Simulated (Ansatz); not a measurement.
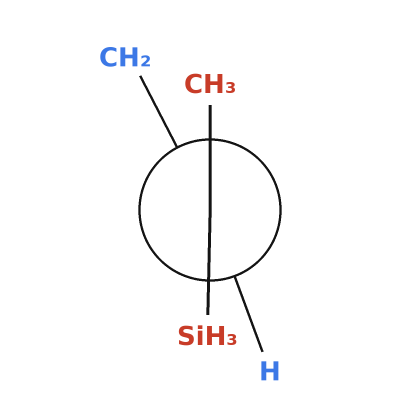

A Newman projection along the B–C bond, boron in front; angles are drawn as computed, but eclipsed bonds slightly apart. The geometry was computed by an optimisation with PBE0-D4/def2-TZVP. No frequency run is at hand to confirm it as a minimum.

Q: Which molecule is it?

A: C3H9BSi, C=CB(C)[SiH3]

Q: What is the torsion angle from the front SiH3 to the back CH2? The sign is positive where the front bond must turn clockwise to cover the back bond.

A: 151°, antiperiplanar (anti).
